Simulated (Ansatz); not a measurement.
**CH11NOSi2: nudged elastic band (part 1 of 2)**

CH11NOSi2, computed with RKS B3LYP-D4/def2-SVP (Ansatz 0.2.0).

It belongs to a series of runs on one base structure; here: band between the two ends. Figures and captions count atoms from 1; the log counts them from 0 in places.

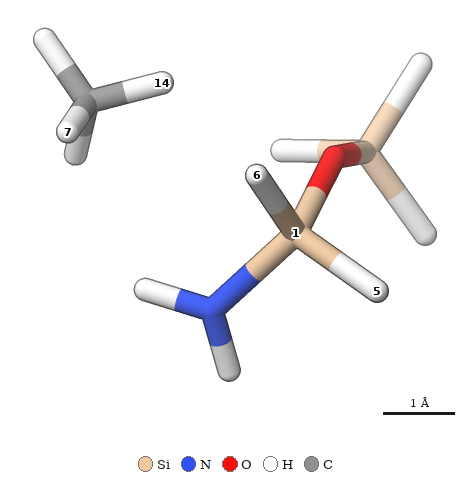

Figure 1. The starting structure (stick view, seen at a tilt; atoms are numbered from 1 in the order of the input). Bond lengths as drawn: C–H 1.10 Å, H–N 1.01 Å, H–Si 1.48 to 1.49 Å, N–Si 1.72 Å and O–Si 1.66 to 1.67 Å.

Key numbers

```csv
quantity,value
outcome,converged
"barrier, forward",2.852 eV
"barrier, backward",2.233 eV
hardware,"4 threads of Arm Neoverse N1, 16 GiB of memory available, shared host"
wall time,14 min (CPU time 53 min)
peak memory,0.37 GiB
```

Notes

The order of the saddle point was not checked.

Input
```yaml
crystal:
  periodic: [false, false, false]
  atoms:
    - { symbol: Si, position_ang: [1.435933, 0.907352, 0.295955] }
    - { symbol: "N", position_ang: [1.822189, -0.76786, 0.243192] }
    - { symbol: O, position_ang: [0.069744, 1.337685, -0.571273] }
    - { symbol: Si, position_ang: [-0.686565, 1.053139, -2.020503] }
    - { symbol: H, position_ang: [2.598781, 1.633999, -0.284396] }
    - { symbol: H, position_ang: [1.158755, 1.306052, 1.697292] }
    - { symbol: H, position_ang: [-0.671327, -1.149006, 2.345138] }
    - { symbol: C, position_ang: [-1.448792, -1.148237, 1.566574] }
    - { symbol: H, position_ang: [1.267145, -1.466294, 0.725964] }
    - { symbol: H, position_ang: [2.351132, -1.169784, -0.523426] }
    - { symbol: H, position_ang: [-1.673293, 2.139538, -2.266807] }
    - { symbol: H, position_ang: [0.303472, 1.028445, -3.140421] }
    - { symbol: H, position_ang: [-1.400236, -0.257623, -1.992775] }
    - { symbol: H, position_ang: [-1.441047, -0.182369, 1.043783] }
    - { symbol: H, position_ang: [-1.25611, -1.955583, 0.843688] }
    - { symbol: H, position_ang: [-2.429582, -1.309354, 2.038017] }
basis:
  gaussian: { orbitals: def2-SVP }
hamiltonian:
  xc: b3lyp
  dispersion: d4
neb:
  order_check: false
  images: 7
  f_tol: 0.03
  max_iterations: 60
  final_atoms:
    - { symbol: Si, position_ang: [-0.00925839, 1.06418924, 0.84346474] }
    - { symbol: "N", position_ang: [1.38727819, -2.22290561, -0.2449669] }
    - { symbol: O, position_ang: [-0.19813407, 0.56764279, -0.74296157] }
    - { symbol: Si, position_ang: [-0.44041367, 1.07547743, -2.3093058] }
    - { symbol: H, position_ang: [1.44938548, 1.1962013, 1.13418833] }
    - { symbol: H, position_ang: [-0.65138081, 2.40403066, 1.00822712] }
    - { symbol: H, position_ang: [0.7280326, -2.81278422, 0.26531212] }
    - { symbol: C, position_ang: [-0.78832829, -0.21386556, 1.96385853] }
    - { symbol: H, position_ang: [0.85723162, -1.42266415, -0.59396503] }
    - { symbol: H, position_ang: [2.04511181, -1.85706622, 0.4455814] }
    - { symbol: H, position_ang: [-1.12040071, 2.40545903, -2.3153771] }
    - { symbol: H, position_ang: [0.86550365, 1.19135322, -3.01882093] }
    - { symbol: H, position_ang: [-1.29862286, 0.07689144, -3.00432623] }
    - { symbol: H, position_ang: [-1.86811684, -0.31175598, 1.7682199] }
    - { symbol: H, position_ang: [-0.30985821, -1.18752174, 1.77542098] }
    - { symbol: H, position_ang: [-0.64783052, 0.04741837, 3.02545244] }
  initial_path:
    images:
      - { positions_ang: [[1.435933, 0.907352, 0.295955], [1.822189, -0.76786, 0.243192], [0.069744, 1.337685, -0.571273], [-0.686565, 1.053139, -2.020503], [2.598781, 1.633999, -0.284396], [1.158755, 1.306052, 1.697292], [-0.671327, -1.149006, 2.345138], [-1.448792, -1.148237, 1.566574], [1.267145, -1.466294, 0.725964], [2.351132, -1.169784, -0.523426], [-1.673293, 2.139538, -2.266807], [0.303472, 1.028445, -3.140421], [-1.400236, -0.257623, -1.992775], [-1.441047, -0.182369, 1.043783], [-1.25611, -1.955583, 0.843688], [-2.429582, -1.309354, 2.038017]] }
      - { positions_ang: [[1.189729, 0.84346175, 0.38518413], [1.68686354, -0.88731992, 0.22694527], [-0.02681137, 1.18725296, -0.62217588], [-0.65302914, 1.07102106, -2.09360785], [2.405565, 1.51642659, -0.05997281], [0.82165047, 1.41511606, 1.62921521], [-0.45897495, -1.19992449, 1.99137223], [-1.289818, -1.05158647, 1.60525558], [1.26635289, -1.4887029, 0.34895456], [2.3015889, -1.25891241, -0.24089629], [-1.52890964, 2.22499539, -2.29155303], [0.40629519, 1.03343722, -3.11576623], [-1.42609581, -0.16162134, -2.1957249], [-1.50564858, -0.17043904, 1.19641495], [-1.24963545, -1.90821843, 1.02024835], [-1.93892306, -1.16488603, 2.21610872]] }
      - { positions_ang: [[0.94352501, 0.77957149, 0.47441326], [1.55153808, -1.00677983, 0.21069854], [-0.12336673, 1.03682092, -0.67307876], [-0.61949328, 1.08890312, -2.1667127], [2.21234901, 1.39885418, 0.16445037], [0.48454593, 1.52418011, 1.56113843], [-0.2466229, -1.25084298, 1.63760646], [-1.13084401, -0.95493594, 1.64393716], [1.26556078, -1.5111118, -0.02805489], [2.25204581, -1.34804081, 0.04163341], [-1.38452627, 2.31045278, -2.31629906], [0.50911838, 1.03842944, -3.09111147], [-1.45195563, -0.06561968, -2.39867479], [-1.57025015, -0.15850909, 1.34904691], [-1.2431609, -1.86085385, 1.1968087], [-1.44826411, -1.02041806, 2.39420043]] }
      - { positions_ang: [[0.69732101, 0.71568124, 0.56364239], [1.41621262, -1.12623975, 0.1944518], [-0.2199221, 0.88638888, -0.72398164], [-0.58595742, 1.10678518, -2.23981755], [2.01913301, 1.28128177, 0.38887356], [0.1474414, 1.63324417, 1.49306164], [-0.03427086, -1.30176147, 1.28384068], [-0.97187001, -0.85828541, 1.68261874], [1.26476867, -1.5335207, -0.40506433], [2.20250271, -1.43716922, 0.32416312], [-1.24014291, 2.39591018, -2.34104509], [0.61194157, 1.04342166, -3.0664567], [-1.47781544, 0.03038198, -2.60162469], [-1.63485173, -0.14657913, 1.50167886], [-1.23668635, -1.81348928, 1.37336905], [-0.95760517, -0.8759501, 2.57229215]] }
      - { positions_ang: [[0.45111701, 0.65179098, 0.65287152], [1.28088716, -1.24569966, 0.17820507], [-0.31647746, 0.73595683, -0.77488452], [-0.55242157, 1.12466724, -2.31292239], [1.82591702, 1.16370936, 0.61329675], [-0.18966313, 1.74230823, 1.42498486], [0.17808119, -1.35267996, 0.93007491], [-0.81289602, -0.76163488, 1.72130032], [1.26397656, -1.5559296, -0.78207377], [2.15295961, -1.52629763, 0.60669282], [-1.09575955, 2.48136757, -2.36579113], [0.71476476, 1.04841388, -3.04180194], [-1.50367526, 0.12638364, -2.80457458], [-1.6994533, -0.13464918, 1.65431082], [-1.2302118, -1.76612471, 1.5499294], [-0.46694622, -0.73148213, 2.75038386]] }
      - { positions_ang: [[0.33602316, 0.75489055, 0.70051983], [1.30748491, -1.49000115, 0.07241208], [-0.28689161, 0.69387832, -0.76690379], [-0.52441959, 1.11236979, -2.31201825], [1.73178413, 1.17183235, 0.74351964], [-0.30509255, 1.90773884, 1.32079542], [0.31556904, -1.71770602, 0.76388421], [-0.80675409, -0.62469255, 1.78193987], [1.16229032, -1.52261324, -0.73504659], [2.12599766, -1.60898977, 0.56641497], [-1.10191984, 2.46239043, -2.35318762], [0.75244949, 1.08414872, -3.03605669], [-1.45241216, 0.11401059, -2.85451249], [-1.74161919, -0.17892588, 1.68278809], [-1.0001234, -1.62147397, 1.6063023], [-0.5121673, -0.53675701, 2.81915101]] }
      - { positions_ang: [[0.22092931, 0.85799011, 0.74816813], [1.33408267, -1.73430264, -0.03338091], [-0.25730576, 0.65179981, -0.75892305], [-0.49641762, 1.10007234, -2.3111141], [1.63765125, 1.17995533, 0.87374254], [-0.42052197, 2.07316944, 1.21660599], [0.4530569, -2.08273209, 0.59769351], [-0.80061215, -0.48775022, 1.84257942], [1.06060409, -1.48929687, -0.6880194], [2.09903571, -1.69168192, 0.52613711], [-1.10808013, 2.4434133, -2.34058412], [0.79013421, 1.11988355, -3.03031143], [-1.40114906, 0.10163754, -2.9044504], [-1.78378507, -0.22320258, 1.71126536], [-0.77003501, -1.47682323, 1.66267519], [-0.55738837, -0.34203188, 2.88791815]] }
      - { positions_ang: [[0.10583546, 0.96108968, 0.79581644], [1.36068043, -1.97860412, -0.13917391], [-0.22771992, 0.6097213, -0.75094231], [-0.46841564, 1.08777488, -2.31020995], [1.54351837, 1.18807832, 1.00396544], [-0.53595139, 2.23860005, 1.11241655], [0.59054475, -2.44775816, 0.43150282], [-0.79447022, -0.35080789, 1.90321897], [0.95891785, -1.45598051, -0.64099222], [2.07207376, -1.77437407, 0.48585925], [-1.11424042, 2.42443617, -2.32798061], [0.82781893, 1.15561839, -3.02456618], [-1.34988596, 0.08926449, -2.95438831], [-1.82595096, -0.26747928, 1.73974263], [-0.53994661, -1.33217248, 1.71904808], [-0.60260944, -0.14730676, 2.9566853]] }
      - { positions_ang: [[-0.00925839, 1.06418924, 0.84346474], [1.38727819, -2.22290561, -0.2449669], [-0.19813407, 0.56764279, -0.74296157], [-0.44041367, 1.07547743, -2.3093058], [1.44938548, 1.1962013, 1.13418833], [-0.65138081, 2.40403066, 1.00822712], [0.7280326, -2.81278422, 0.26531212], [-0.78832829, -0.21386556, 1.96385853], [0.85723162, -1.42266415, -0.59396503], [2.04511181, -1.85706622, 0.4455814], [-1.12040071, 2.40545903, -2.3153771], [0.86550365, 1.19135322, -3.01882093], [-1.29862286, 0.07689144, -3.00432623], [-1.86811684, -0.31175598, 1.7682199], [-0.30985821, -1.18752174, 1.77542098], [-0.64783052, 0.04741837, 3.02545244]] }
```

Launched with:
```bash
ansatz run input.yaml --threads 4 --pin off --max-ram 5120MiB --backend cpu --events-out ev --progress --plain --runs-dir out
```

What the program printed
```
Engine: ansatz 0.2.0, aarch64-unknown-linux-gnu
Functional definition: B3LYP
  parameter a0 = 0.2
  parameter ax = 0.72
  parameter ac = 0.81
  exchange = (1 - a0 - ax)*slater_x + ax*b88_x + a0*exact_x
  correlation = (1 - ac)*vwn_rpa_c + ac*lyp_c
1414 factors; integrals over basis functions are off by at most 3.6e-4 eV
mean field evaluation 1: about -20491.1917 eV, gradient 8.1e1 eV
mean field evaluation 2: about -20474.1604 eV, gradient 1.2e2 eV
mean field evaluation 4: about -20504.1345 eV, gradient 6.4e0 eV
mean field evaluation 8: about -20504.2283 eV, gradient 4.1e-1 eV
mean field evaluation 16: about -20504.2287 eV, gradient 1.5e-5 eV
mean field -20504.22871281 eV, -753.5165069303 hartree, gradient 1.5e-5 eV, S^2 0.000000; 0 other end points of the search recorded, 0 dependent functions left out
the calculation of the forces begins
reference -20504.22903651 eV, -753.5165188262 hartree; 30, 30 occupied and 103, 103 virtual orbitals, 1414 factors
1411 factors; integrals over basis functions are off by at most 9.7e-4 eV
mean field -20503.62210059 eV, -753.4942143425 hartree, gradient 2.2e-5 eV, S^2 0.000000; 0 other end points of the search recorded, 0 dependent functions left out
[... from here on the field's lines of each further geometry are left out, up to the last ...]
NEB iter   1: max|band force component| = 6.593e1 eV/Å  barrier→ = 17.4694 eV  barrier← = 16.8511 eV  Δτ_max = 0.2000 Å  (224 SCF iters)
NEB iter   2: max|band force component| = 1.879e1 eV/Å  barrier→ = 4.9164 eV  barrier← = 4.2981 eV  Δτ_max = 0.2000 Å  (197 SCF iters)
NEB iter   3: max|band force component| = 8.121e0 eV/Å  barrier→ = 3.1092 eV  barrier← = 2.4909 eV  Δτ_max = 0.2000 Å  (191 SCF iters)
NEB iter   4: max|band force component| = 3.818e0 eV/Å  barrier→ = 2.9508 eV  barrier← = 2.3324 eV  Δτ_max = 0.1984 Å  (186 SCF iters)
NEB iter   5: max|band force component| = 1.632e0 eV/Å  barrier→ = 2.6353 eV  barrier← = 2.0169 eV  Δτ_max = 0.2000 Å  (187 SCF iters)
NEB iter   6: max|band force component| = 1.857e0 eV/Å  barrier→ = 2.0933 eV  barrier← = 1.4749 eV  Δτ_max = 0.0997 Å  (182 SCF iters)
NEB iter   7: max|band force component| = 1.882e0 eV/Å  barrier→ = 2.0819 eV  barrier← = 1.4635 eV  Δτ_max = 0.0506 Å  (176 SCF iters)
NEB iter   8: max|band force component| = 6.371e-1 eV/Å  barrier→ = 2.0814 eV  barrier← = 1.4630 eV  Δτ_max = 0.1011 Å  (175 SCF iters)
NEB iter   9: max|band force component| = 5.396e-1 eV/Å  barrier→ = 2.0860 eV  barrier← = 1.4676 eV  CI = image 5  Δτ_max = 0.1011 Å  (178 SCF iters)
NEB iter  10: max|band force component| = 1.254e0 eV/Å  barrier→ = 2.2268 eV  barrier← = 1.6084 eV  CI = image 5  Δτ_max = 0.0502 Å  (177 SCF iters)
NEB iter  11: max|band force component| = 1.271e0 eV/Å  barrier→ = 2.2926 eV  barrier← = 1.6742 eV  CI = image 5  Δτ_max = 0.1009 Å  (171 SCF iters)
NEB iter  12: max|band force component| = 1.144e0 eV/Å  barrier→ = 2.4071 eV  barrier← = 1.7887 eV  CI = image 5  Δτ_max = 0.2000 Å  (186 SCF iters)
NEB iter  13: max|band force component| = 1.033e0 eV/Å  barrier→ = 2.6606 eV  barrier← = 2.0422 eV  CI = image 5  Δτ_max = 0.2000 Å  (184 SCF iters)
NEB iter  14: max|band force component| = 9.325e-1 eV/Å  barrier→ = 2.7459 eV  barrier← = 2.1275 eV  CI = image 5  Δτ_max = 0.2000 Å  (185 SCF iters)
NEB iter  15: max|band force component| = 8.358e-1 eV/Å  barrier→ = 2.8564 eV  barrier← = 2.2380 eV  CI = image 5  Δτ_max = 0.2000 Å  (185 SCF iters)
NEB iter  16: max|band force component| = 1.069e0 eV/Å  barrier→ = 3.0071 eV  barrier← = 2.3887 eV  CI = image 5  Δτ_max = 0.2000 Å  (189 SCF iters)
NEB iter  17: max|band force component| = 8.249e-1 eV/Å  barrier→ = 3.0110 eV  barrier← = 2.3926 eV  CI = image 5  Δτ_max = 0.1820 Å  (183 SCF iters)
NEB iter  18: max|band force component| = 6.265e-1 eV/Å  barrier→ = 2.9256 eV  barrier← = 2.3072 eV  CI = image 5  Δτ_max = 0.1223 Å  (183 SCF iters)
NEB iter  19: max|band force component| = 3.721e-1 eV/Å  barrier→ = 2.8760 eV  barrier← = 2.2577 eV  CI = image 5  Δτ_max = 0.2000 Å  (172 SCF iters)
NEB iter  20: max|band force component| = 3.290e-1 eV/Å  barrier→ = 2.8781 eV  barrier← = 2.2597 eV  CI = image 5  Δτ_max = 0.1949 Å  (175 SCF iters)
NEB iter  21: max|band force component| = 7.239e-1 eV/Å  barrier→ = 2.8710 eV  barrier← = 2.2526 eV  CI = image 5  Δτ_max = 0.0996 Å  (173 SCF iters)
NEB iter  22: max|band force component| = 1.540e-1 eV/Å  barrier→ = 2.8672 eV  barrier← = 2.2488 eV  CI = image 5  Δτ_max = 0.1946 Å  (180 SCF iters)
NEB iter  23: max|band force component| = 3.743e-1 eV/Å  barrier→ = 2.8646 eV  barrier← = 2.2462 eV  CI = image 5  Δτ_max = 0.0998 Å  (179 SCF iters)
NEB iter  24: max|band force component| = 2.081e-1 eV/Å  barrier→ = 2.8620 eV  barrier← = 2.2436 eV  CI = image 5  Δτ_max = 0.0983 Å  (171 SCF iters)
NEB iter  25: max|band force component| = 9.356e-2 eV/Å  barrier→ = 2.8603 eV  barrier← = 2.2419 eV  CI = image 5  Δτ_max = 0.0756 Å  (172 SCF iters)
NEB iter  26: max|band force component| = 9.026e-2 eV/Å  barrier→ = 2.8587 eV  barrier← = 2.2403 eV  CI = image 5  Δτ_max = 0.0378 Å  (173 SCF iters)
NEB iter  27: max|band force component| = 8.445e-2 eV/Å  barrier→ = 2.8572 eV  barrier← = 2.2388 eV  CI = image 5  Δτ_max = 0.0378 Å  (172 SCF iters)
NEB iter  28: max|band force component| = 7.972e-2 eV/Å  barrier→ = 2.8556 eV  barrier← = 2.2373 eV  CI = image 5  Δτ_max = 0.0379 Å  (172 SCF iters)
NEB iter  29: max|band force component| = 8.857e-2 eV/Å  barrier→ = 2.8542 eV  barrier← = 2.2358 eV  CI = image 5  Δτ_max = 0.0189 Å  (173 SCF iters)
NEB iter  30: max|band force component| = 6.565e-2 eV/Å  barrier→ = 2.8533 eV  barrier← = 2.2349 eV  CI = image 5  Δτ_max = 0.0189 Å  (173 SCF iters)
NEB iter  31: max|band force component| = 4.793e-2 eV/Å  barrier→ = 2.8526 eV  barrier← = 2.2342 eV  CI = image 5  Δτ_max = 0.0095 Å  (174 SCF iters)
NEB iter  32: max|band force component| = 3.301e-2 eV/Å  barrier→ = 2.8522 eV  barrier← = 2.2339 eV  CI = image 5  Δτ_max = 0.0095 Å  (156 SCF iters)
NEB iter  33: max|band force component| = 3.038e-2 eV/Å  barrier→ = 2.8519 eV  barrier← = 2.2335 eV  CI = image 5  Δτ_max = 0.0094 Å  (157 SCF iters)
the calculation of the forces begins
reference -20503.56206111 eV, -753.4920079322 hartree; 30, 30 occupied and 103, 103 virtual orbitals, 1415 factors
1415 factors; integrals over basis functions are off by at most 8.8e-4 eV
mean field evaluation 1568: about -20471.4792 eV, gradient 1.2e2 eV
mean field -20501.32726142 eV, -753.4098805583 hartree, gradient 9.9e-6 eV, S^2 0.000000; 1 other end points of the search recorded, 0 dependent functions left out
the calculation of the forces begins
reference -20501.32758000 eV, -753.4098922662 hartree; 30, 30 occupied and 103, 103 virtual orbitals, 1415 factors
NEB iter  34: max|band force component| = 2.824e-2 eV/Å  barrier→ = 2.8516 eV  barrier← = 2.2333 eV  CI = image 5  Δτ_max = 0.0000 Å  (337 SCF iters)
```
